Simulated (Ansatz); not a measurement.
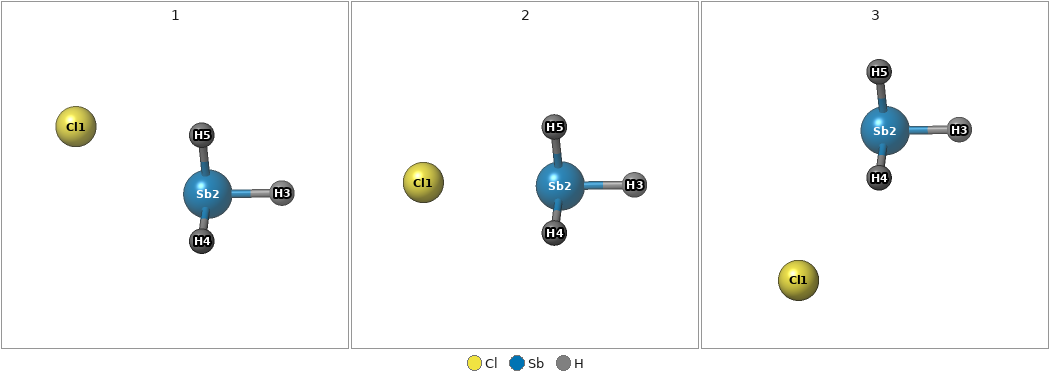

The pair Cl···H₃Sb, charge −1. The turn is about an axis along (0.40, 0.90, −0.17) in the frame of the relaxed pair, normal to the line between the partners. First axis: distance Sb2···Cl1. Second axis: turn of Cl1 about Sb2. Grid: 15 × 15 points; 120 points were computed and 105 follow by symmetry. Energies: kJ/mol, counted from the ion and the molecule far apart, frozen as in the relaxed pair, each in its own basis (no counterpoise correction). All numbers below come from RHF/def2-SVPD (Ansatz 0.2.0).

The numbered pictures are structures from this grid.

Question: Which is the most stable, and how do the others follow?

Answer: 2, at distance Sb2···Cl1 = 3.290 Å, turn of Cl1 about Sb2 = 0.0°: −36 kJ/mol; 1, at distance Sb2···Cl1 = 3.514 Å, turn of Cl1 about Sb2 = −25.7°: −25 kJ/mol; 3, at distance Sb2···Cl1 = 4.160 Å, turn of Cl1 about Sb2 = 60.0°: −15 kJ/mol.

The map, with the structures marked:

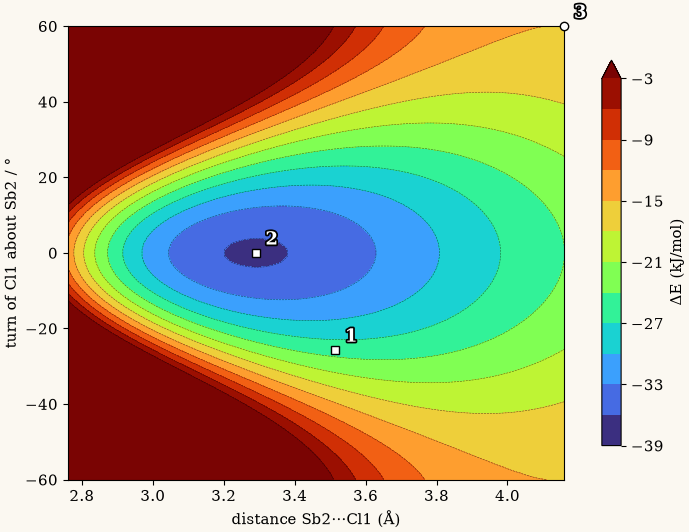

The picture shows filled contours, one colour for all values above the top of the scale. Between grid points the surface is interpolated.
